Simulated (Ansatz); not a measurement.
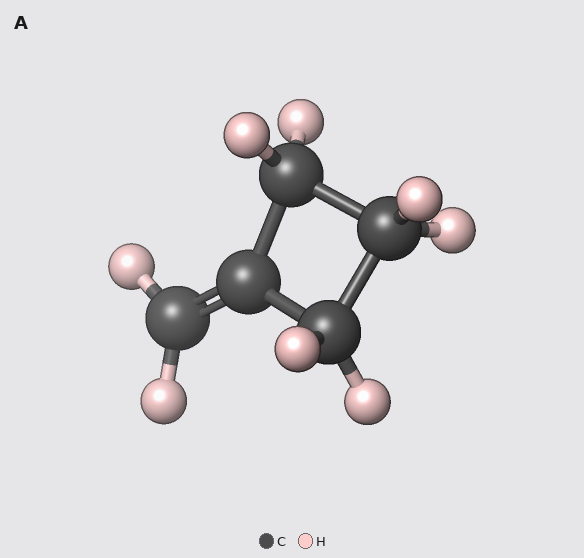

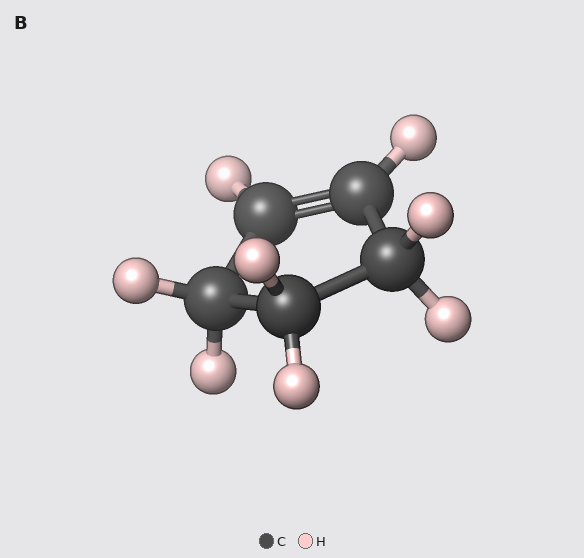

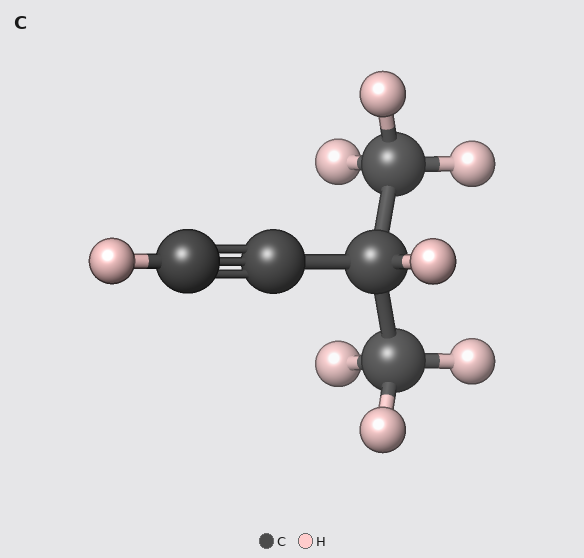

3 stationary structures of one formula. Geometries: PBE0-D4/def2-TZVP. Electronic energies: CCSD(T)/CBS (MP2 limit from def2-TZVPP and def2-QZVPP plus CCSD(T) − MP2) (Ansatz 0.2.0), without zero-point energy.

Are they conformers, stereoisomers or constitutional isomers?

Answer. They are constitutional isomers of C5H8: A `C=C1CCC1`, B `C1=CCCC1`, C `C#CC(C)C`.

Which is lowest in energy, and by how much?

Answer. B is lowest (a minimum); A lies 91.7 kJ/mol above it (a minimum), C lies 111.6 kJ/mol above it (a minimum).
